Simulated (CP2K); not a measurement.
Consider dimethyl sulfide at its PBE geometry (Å).

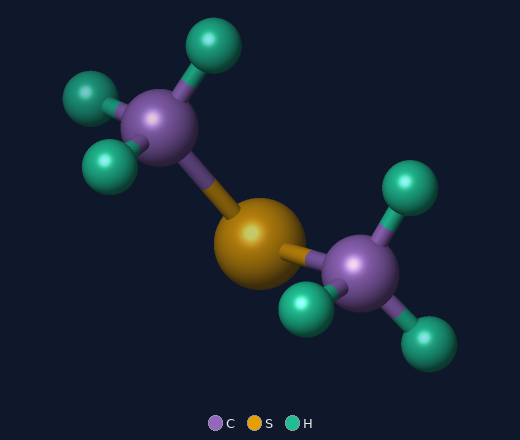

The molecule (carbon purple, sulfur orange, hydrogen teal).

```xyz
9

C     1.2840    0.4217    0.2183
S     0.0296    0.5352   -1.0837
C    -1.2826   -0.4015   -0.2586
H     1.5503   -0.6265    0.4141
H     2.1756    0.9563   -0.1321
H     0.9281    0.8905    1.1465
H    -0.9579   -1.4310   -0.0513
H    -2.1469   -0.4304   -0.9338
H    -1.5801    0.0858    0.6807
```

Method: CP2K XAS_TDP, all-electron GAPW, PBEh(45%), aug-cc-pVDZ, TDA, GW2X-corrected core level, ZORA, spin–orbit coupling.

Predict the bright core excitations at the S L₂,₃ edge.

Leading lines: S2 168.13 eV. The leading line of an atom is its first one with 35 % of the strongest within 2.5 eV of its lowest line over the strength cut. Core ionisation energies at this level: S2 170.39/170.49/171.55 eV; the 2p½ level lies 1.11 eV above the 2p3/2 pair.

The first six lines of each atom with a strength over 0.0003:

```
              atom  energy (eV)  states  strength, one atom  above the computed threshold
S2 (bonded to 2 C)       167.06       1              0.0015                              
                         167.31       1              0.0017                              
                         168.07       2              0.0003                              
                         168.13       2              0.0024                              
                         168.25       1              0.0058                              
                         168.27       1              0.0015
```

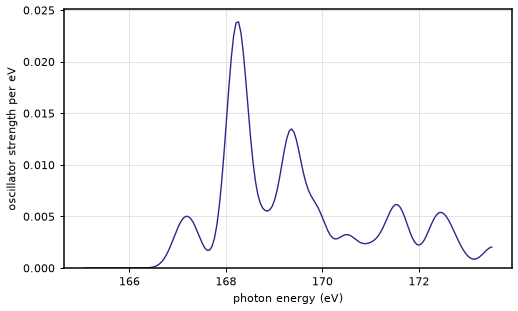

All atoms added, broadened by 0.5 eV.

Lines are vertical, at one geometry, with no vibrational structure. GW2X ionisation energies and lines can be off by 1 to 2 eV either way, and a good line position may hide errors that cancel. Rydberg lines, and the discretised continuum above threshold, depend on the basis and the box.

[Banner, clock and machine lines of the logs are left out without a mark of their own.]

[Logs are printed without paths, hosts, clocks, repeated set-up lines and the standing remarks that a program may print on its own settings, such as how far it seeks lower states.]

[Hosts, paths, dates, database ids (printed as entryN), source tags and the programs' standing remarks are cut or masked in the printed files.]
